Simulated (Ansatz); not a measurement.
## What 1 layer does to Al2Pt

Consider Al2Pt (space group Fm-3m, No. 225; a = 5.8961 Å). Axes: x, y, z lie along the cube axes.

Perturbation: a free-standing slab of 1 layer (3 atoms, 3 a layer) is cut normal to [111], with 15 Å of vacuum and the in-plane cell held at bulk.

The values are results of PBEsol in Ansatz (plane waves to 420 eV, PAW, no spin-orbit coupling), not measurements. Settings: 13×13×1 k-points, 0.05 eV Fermi–Dirac smearing, for the changed cell.

- Layer's space group (with vacuum) = P-3m1 (No. 164)
- Shortest interatomic distance = 2.479 Å (base 2.553 Å)
- Band gap = zero (base zero)
- Change of the spacing d12 from its bulk value of 0.851 Å = -30.5 %

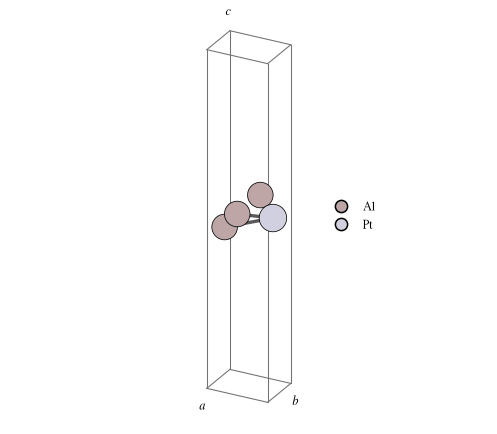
Fig. 1. The relaxed cell after the change

Stability against distortions was not tested. All final runs are without spin polarisation.

Ansatz is a program for electronic structure.
